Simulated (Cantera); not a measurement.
Input: 1 mol CaO, a varied amount of HCl, 4.2 mol N₂, at 1252 °C and 1330 Pa.

Equilibrium computed with Cantera from the NASA thermochemical tables; the gas is ideal and each condensed phase is pure. Candidate condensed phases: Ca, CaCl₂, CaO, Ca(OH)₂, H₂O, NH₄Cl; 36 gas species. The numbers say what is thermodynamically allowed, not how fast it happens.

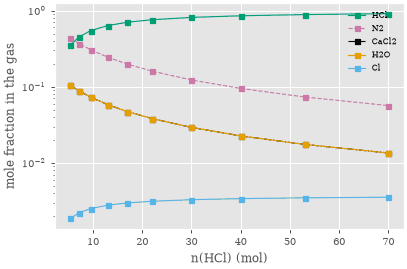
*Equilibrium gas composition (values under 1e-9 drawn at 1e-9)*

### Question
Read off the mole fractions at 7.2 mol HCl.

### Answer
HCl about 0.45, N₂ about 0.37, CaCl₂ about 0.088, H₂O about 0.088, Cl about 0.0022.
